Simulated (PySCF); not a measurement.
Si(All)(OH)(OMe)2, C₅H₁₂O₃Si, SMILES C=CC[Si](O)(OC)OC at its GFN2-xTB optimised geometry (Å):

```
21

C      2.8725    -0.3848    -2.2640
C      2.3672     0.2904    -1.2465
C      1.8342    -0.3233     0.0000
Si    -0.0723    -0.3233     0.0000
O     -0.6404    -1.1705    -1.2826
O     -0.7703    -0.9842     1.3082
C     -0.8834    -2.3434     1.6364
O     -0.4552     1.2511     0.0000
C     -1.7194     1.8394     0.1680
H      2.9653    -1.4589    -2.2391
H      3.2257     0.1024    -3.1570
H      2.2791     1.3668    -1.2977
H      2.1903    -1.3502     0.0869
H      2.2008     0.2315     0.8618
H     -0.2761    -1.0159    -2.1505
H     -1.6003    -2.4261     2.4535
H      0.0821    -2.7389     1.9594
H     -1.2346    -2.9182     0.7789
H     -2.3672     1.6044    -0.6792
H     -2.1900     1.4779     1.0827
H     -1.5742     2.9182     0.2293
```

Method: B3LYP/def2-SVP in PySCF. Cells within 0.4 Å of a nucleus heavier than hydrogen are left out (blank, or x).

Map of the log10 of the electron density (e/bohr³), floored at −4 on the plane z = 1.2 Å:

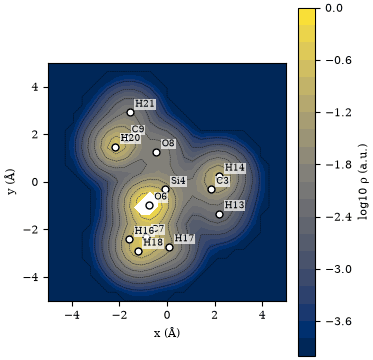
Figure: Log10 of the electron density (e/bohr³), floored at −4 on the plane z = 1.2 Å.
